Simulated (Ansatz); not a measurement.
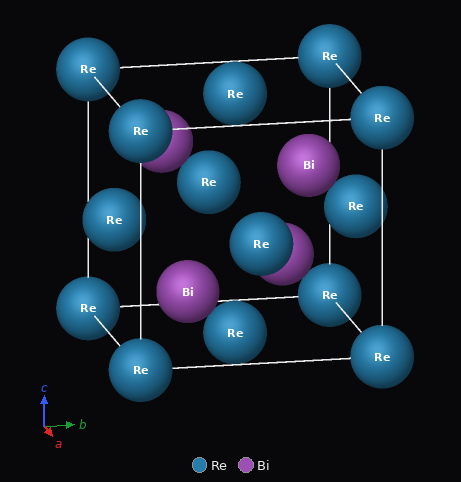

Spheres-only model, viewed slightly off an axis. One conventional unit cell is outlined, and atoms on its boundary appear in each equivalent place.

ReBi, zinc blende (sphalerite type), space group F-43m (No. 216), a = 6.220 Å, b = 6.220 Å, c = 6.220 Å, α = 90.00°, β = 90.00°, γ = 90.00°. The model was built from a structure type filled with these elements by a generator (whether the compound takes this form wasn't checked). Earlier steps of the study, as a rule a relaxation of our own, may have changed the cell and positions, so they can lie some per cent off the listed ones. It was run through Ansatz as a DFT input.

This one geometry was computed with Ansatz (DFT, plane waves, PAW) at four levels of theory: LDA, PBEsol, PBE and PBE with spin-orbit coupling.

### Which level gives the highest pressure at this volume, and what does that say about its equilibrium volume?

Highest: PBE (0.0 GPa) and PBE with spin-orbit coupling (0.5 GPa), which points to the largest equilibrium volume. Lowest, with the smallest volume: LDA (-5.3 GPa). Levels within 0.5 GPa of each other can't be told apart.

### How does the band gap change with the level of theory?

All levels give a metal.

### Collect the results in a table.

| level | cutoff (eV) | k-mesh of the run's cell | gap (eV) | pressure (GPa) |
| --- | --- | --- | --- | --- |
| LDA | 420 | 10×10×10 | metal | -5.3 |
| PBEsol | 420 | 10×10×10 | metal | -3.4 |
| PBE | 420 | 10×10×10 | metal | 0.0 |
| PBE with spin-orbit coupling | 420 | 10×10×10 | metal | 0.5 |

Gaps are taken on the k-mesh or band path of each run.
